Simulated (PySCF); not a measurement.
Consider CH7AlSi (SMILES [AlH2][CH2][SiH3]).

Input file:

```
{"job": {"kind": "nmr", "xc": "PBE0", "basis": "pcSseg-1"}, "charge": 0, "multiplicity": 1}
Al     1.732627     0.452833    -0.023072
C      0.103301    -0.606445    -0.231142
Si    -1.361585     0.018567     0.763455
H      2.807930     0.047827     1.077176
H      1.967199     1.726075    -0.947977
H     -0.201154    -0.608511    -1.293221
H      0.291692    -1.651131     0.073286
H     -2.589604    -0.811441     0.555943
H     -1.689443     1.429479     0.382060
H     -1.043193     0.012046     2.227203
```

Run with:

```sh
OMP_NUM_THREADS=1 python probes_run.py task.json out
```

Geometry: PBE0-D3(BJ)/def2-SVP.

All numbers below come from PBE0/pcSseg-1, SCF density, gas phase, non-relativistic (PySCF).

### What can the converged electron density and electron localisation function tell about the bonding?

C–Si (1.88 Å): ρ at the midpoint is about 0.9 e/Å³; the ELF peaks at about 0.95 between the atoms: a covalent bond.
C–Al (1.95 Å): the density is about 0.7 e/Å³ at the midpoint; the ELF peaks at about 0.95 between the atoms: a polar covalent bond.
Si–H (1.50 Å): ρ at the midpoint is about 0.77 e/Å³; the ELF climbs to about 1 towards the hydrogen, as it does in any bond to H.

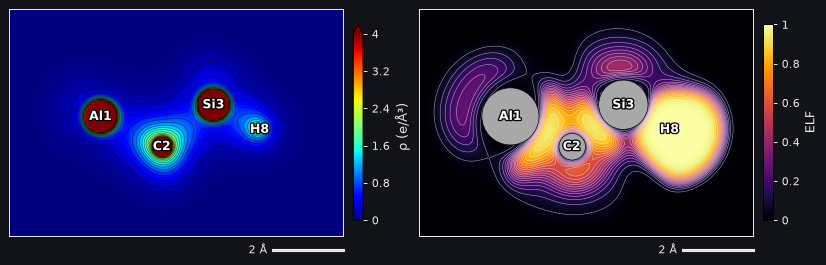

Computed electron density and electron localisation function on the plane of atoms C2, Si3 and H8, in this order. Grey discs cover the atomic cores in the ELF map. 
